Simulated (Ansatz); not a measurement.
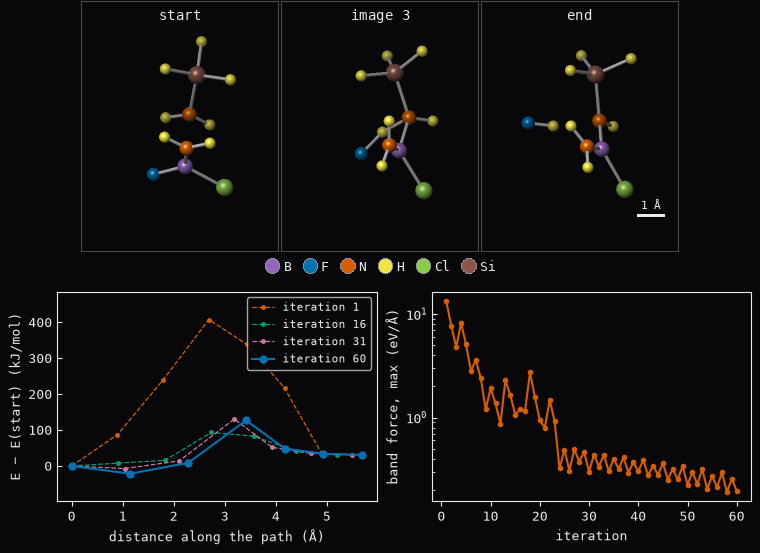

A nudged-elastic-band calculation for BSiN₂H₇ClF, made up at the start of BNH₂ClF and SiNH$_{5}$. Images are numbered from 0 (start) to 6 (end). The plot follows the band through its iterations. The picture is a ball-and-stick view, seen from a free direction.

Level of theory: RKS PBE0-D4/def2-SVP in Ansatz 0.2.0. Set-up: 5 movable images; climbing image; force threshold 0.03 eV/Å; iteration limit 60; optimiser L-BFGS; starting path through a guess of the saddle point.

Question: Did the band converge, and can the barrier be trusted?

Answer: The result isn't final. The band hadn't converged when the run stopped after 60 iterations. The largest component of the band force went from 13 to 0.2 eV/Å. The barrier read from it is provisional, though the highest image hardly moved in the last two iterations. The first iteration put the highest image at 408.0 kJ/mol. Relative to the start the highest point is image 3 at +126.9 kJ/mol and the end lies at +31.0 kJ/mol, but the profile dips to −21.6 kJ/mol at image 1 on the way, so there may be an intermediate minimum, or an end is no minimum.

Limits of the set-up: the start holds two separate molecules, 2.6 Å apart at their closest, whose relative position is a soft coordinate.

Cost: 11 min on 4 threads of Arm Neoverse V1, on a shared host, peak memory 0.3 GiB.
